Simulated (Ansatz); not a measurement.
## C₃H₉ClGe: phonon calculation

C₃H₉ClGe, SMILES C[C](C)(Cl)[GeH3], computed with RKS PBE/def2-SVP (Ansatz 0.2.0).

It belongs to a series of runs on one base structure; here: vibrations at the highest image of the band. Figures and captions count atoms from 1; the log counts them from 0 in places.

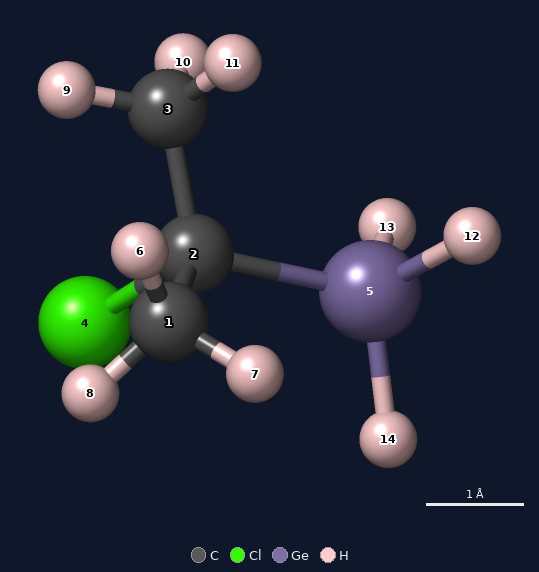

Figure 1. The input geometry (ball-and-stick view, seen at a tilt; atoms are numbered from 1 in the order of the input). Sticks mark near contacts. Bond lengths as drawn: C–C 1.53 to 1.55 Å, C–Cl 1.86 Å, C–Ge 2.00 Å, C–H 1.11 Å and Ge–H 1.55 to 1.56 Å.

**Input file**
```yaml
crystal:
  periodic: [false, false, false]
  atoms:
    - { symbol: C, position_ang: [-1.505495, 0.282538, 0.325688] }
    - { symbol: C, position_ang: [-0.063733, 0.320549, -0.228912] }
    - { symbol: C, position_ang: [0.909344, 1.043237, 0.700462] }
    - { symbol: Cl, position_ang: [-0.053848, 1.230426, -1.847725] }
    - { symbol: Ge, position_ang: [0.599988, -1.504768, -0.711228] }
    - { symbol: H, position_ang: [-1.553024, 0.761136, 1.324848] }
    - { symbol: H, position_ang: [-1.899404, -0.749592, 0.428747] }
    - { symbol: H, position_ang: [-2.198095, 0.829298, -0.341092] }
    - { symbol: H, position_ang: [0.568797, 2.083157, 0.890991] }
    - { symbol: H, position_ang: [1.931179, 1.086992, 0.275568] }
    - { symbol: H, position_ang: [0.959039, 0.515507, 1.67686] }
    - { symbol: H, position_ang: [0.661835, -2.376186, 0.579412] }
    - { symbol: H, position_ang: [2.016075, -1.398166, -1.330169] }
    - { symbol: H, position_ang: [-0.385658, -2.153326, -1.714651] }
basis:
  gaussian: { orbitals: def2-SVP }
hamiltonian:
  xc: pbe
phonons: {}
```

Run on 2 threads of AMD EPYC (Zen 4), 16 GiB of memory available, shared host.

Run as:
```bash
ansatz run input.yaml --threads 2 --pin off --max-ram 3072MiB --backend cpu --events-out ev --progress --plain --runs-dir out
```

**Log**
```
Engine: ansatz 0.2.0, x86_64-unknown-linux-gnu
Functional definition: PBE
  parameter kappa = 0.804
  parameter beta = 0.06672455060314922
  exchange = pbe_x(kappa = kappa, mu = beta*pi^2/3)
  correlation = pbe_c(beta = beta)
1542 factors; their error is unknown
mean field evaluation 1: about -72255.8231 eV, gradient 6.7e1 eV
mean field evaluation 2: about -72233.4736 eV, gradient 1.1e2 eV
mean field evaluation 4: about -72266.5438 eV, gradient 8.8e0 eV
mean field evaluation 8: about -72266.7269 eV, gradient 3.0e-1 eV
mean field evaluation 16: about -72266.6453 eV, gradient 6.4e-4 eV
mean field -72266.64534250 eV, -2655.7502322454 hartree, gradient 5.5e-5 eV, S^2 0.000000; 0 other end points of the search recorded, 0 dependent functions left out
the calculation of the forces begins
reference -72266.64538139 eV, -2655.7502336746 hartree; 38, 38 occupied and 99, 99 virtual orbitals, 1542 factors
these checks for a lower state are left out or cut short: stability, starts, cluster_reference, orbital_swaps, neighbouring_geometries, increment
1542 factors; their error is unknown
mean field -72266.64520837 eV, -2655.7502273160 hartree, gradient 2.5e-6 eV, S^2 0.000000; 0 other end points of the search recorded, 0 dependent functions left out
[... from here on the field's lines of each further geometry are left out, up to the last ...]
the calculation of the forces begins
reference -72266.64535407 eV, -2655.7502326705 hartree; 38, 38 occupied and 99, 99 virtual orbitals, 1542 factors
these checks for a lower state are left out or cut short: stability, starts, cluster_reference, orbital_swaps, neighbouring_geometries, increment
1542 factors; their error is unknown
mean field -72266.64532157 eV, -2655.7502314760 hartree, gradient 8.8e-7 eV, S^2 0.000000; 0 other end points of the search recorded, 0 dependent functions left out
the calculation of the forces begins
reference -72266.64536046 eV, -2655.7502329054 hartree; 38, 38 occupied and 99, 99 virtual orbitals, 1542 factors
WARN: phonons: modes at or below zero, which the zero-point energy, F, S and C_V leave out: 1, the lowest at -261.73 cm⁻¹. A minimum has none, and a first-order saddle one
Total energy: -72266.64538139 eV, -2655.7502336746 hartree
Atom 0 at    -1.505495     0.282538     0.325688 Å, force     0.000969     0.001940    -0.015073 eV/Å
Atom 1 at    -0.063733     0.320549    -0.228912 Å, force     0.000856     0.030400    -0.043383 eV/Å
Atom 2 at     0.909344     1.043237     0.700462 Å, force    -0.012700    -0.014631     0.002145 eV/Å
Atom 3 at    -0.053848     1.230426    -1.847725 Å, force    -0.004821    -0.023566     0.040321 eV/Å
Atom 4 at     0.599988    -1.504768    -0.711228 Å, force     0.014261     0.000273    -0.000007 eV/Å
Atom 5 at    -1.553024     0.761136     1.324848 Å, force    -0.009551    -0.006868     0.008990 eV/Å
Atom 6 at    -1.899404    -0.749592     0.428747 Å, force     0.002540     0.005272     0.011504 eV/Å
Atom 7 at    -2.198095     0.829298    -0.341092 Å, force     0.003931     0.003107     0.000231 eV/Å
Atom 8 at     0.568797     2.083157     0.890991 Å, force     0.000462     0.000717    -0.005963 eV/Å
Atom 9 at     1.931179     1.086992     0.275568 Å, force     0.002732     0.003184     0.002122 eV/Å
Atom 10 at     0.959039     0.515507     1.676860 Å, force     0.005942    -0.001091    -0.000854 eV/Å
Atom 11 at     0.661835    -2.376186     0.579412 Å, force    -0.004102     0.002254     0.002583 eV/Å
Atom 12 at     2.016075    -1.398166    -1.330169 Å, force     0.004021    -0.003992    -0.001352 eV/Å
Atom 13 at    -0.385658    -2.153326    -1.714651 Å, force    -0.004539     0.003003    -0.001266 eV/Å
Dipole moment:    -0.059976    -0.053322     0.350319 e Å
Vibrations: -261.73 147.29 158.98 201.12 258.24 290.74 328.23 347.54 481.27 553.04 554.95 637.48 791.68 844.40 849.23 888.14 931.05 973.52 1058.71 1127.26 1143.82 1328.99 1342.36 1401.34 1407.75 1412.38 1416.56 2051.74 2092.72 2104.85 2958.41 2973.91 3042.99 3055.64 3072.13 3086.42 cm⁻¹, zero-point energy 2.809165 eV
```

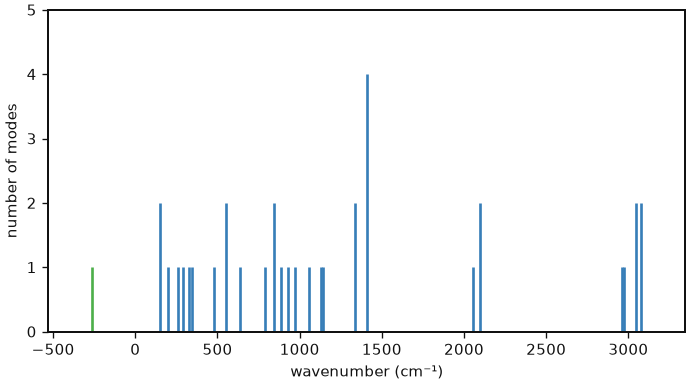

Figure 2. Harmonic vibrational wavenumbers from the force constants; neighbouring modes closer than 15 cm⁻¹ are counted in one stick, and imaginary ones are drawn at negative wavenumbers. 36 modes from 262i to 3086 cm⁻¹, 1 imaginary beyond 8i (262i cm⁻¹): a first-order saddle point, if the geometry is stationary.

**Results in brief**

| quantity | value |
| --- | --- |
| outcome | converged |
| total energy | −72266.6454 eV |
| mean-field energy | −72266.6454 eV |
| largest force (length of the vector) | 0.053 eV/Å |
| wall time | 1.7 min (CPU time 3.3 min) |
| peak memory | 0.21 GiB |
